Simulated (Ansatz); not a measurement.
Cost and result by functional for the adsorption energy of NH3 on the 1x1 (0001) surface of hcp Ru, one in a 2x2 cell, started at the site 'top Ru', in Ansatz (plane waves, PAW). Single points on the PBE structure, on one kind of machine; costs are rough ratios of the slab run's core time (references not counted) to the cheapest single point. r2SCAN's cost holds its higher cutoff (500 against 420 eV). Differences are taken against r2SCAN for comparison alone: no measured value is at hand, so the table doesn't rank accuracy.

Model: 20-atom slab, 6.3 Å thick at the start under the adsorbate (thin: gaps and levels are the slab's own), 6x6x1 mesh, Fermi-Dirac 0.1 eV, dipole correction, 8 atoms held, the rest relaxed; symmetry of the start imposed; no spin, no spin-orbit, no U, no dispersion correction. At the end it is bonded to Ru. In PBE it is, or lies within 0.03 eV of, the lowest of the starts that converged. These notes are the PBE run's. Adsorption energies are against NH3(g). A negative adsorption energy means that the adsorbate is more stable on the surface than in its reference.

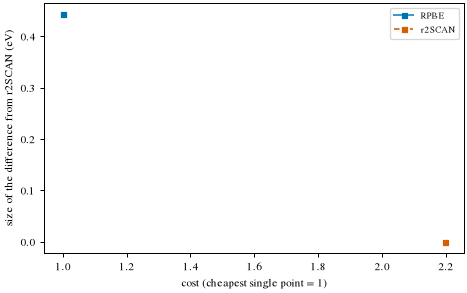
Fig. 1. Difference from r2SCAN against cost

| functional | relative cost | adsorption energy (eV) | less r2SCAN (eV) |
|---|---|---|---|
| RPBE | 1 | -0.44 | 0.44 |
| r2SCAN | 2 | -0.88 | 0.00 |
| PBE (the relaxed run's value) | – | -0.74 | 0.14 |

The values span 0.44 eV, while the single points' costs differ by a factor of roughly 2. Differences are of unrounded values.

Ansatz is a first-principles code.
